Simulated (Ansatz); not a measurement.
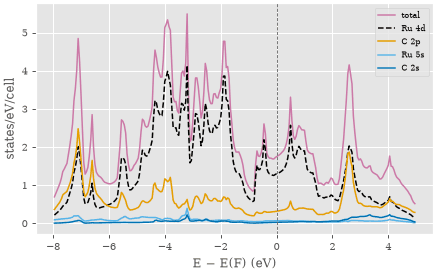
Total and projected density of states of RuC in space group R-3m (No. 166; Ru on 6c, C on 6c), PBEsol in the plane-wave PAW code Ansatz

Task: Which orbitals carry the states next to the Fermi level?

Result: Within 0.5 eV of the Fermi level: Ru 4d 77 %, C 2p 17 %. Projections are on Löwdin-orthogonalised atomic valence shells; empty p or d shells of many metals are not among them.

Task: Where is the tallest occupied peak in this window, and what makes it?

Result: Near -3.2 eV, about 5.5 states/eV per cell; the largest projected share is Ru 4d.

The first step of the workflow began from a Materials Project structure, measured or hypothetical; the Crystallography Open Database copy checked does not list it. Its standing as an ambient phase is unchecked. The cell was relaxed with PBEsol under the symmetry of its start; its stability against distortions is not shown here. The run is not spin-polarised. Its formation energy is positive at this level, so the cell may be metastable or incomplete. Scalar-relativistic: spin–orbit coupling is off unless named, which matters more the heavier the elements.

Potentials: the later of the program's two PAW sets.
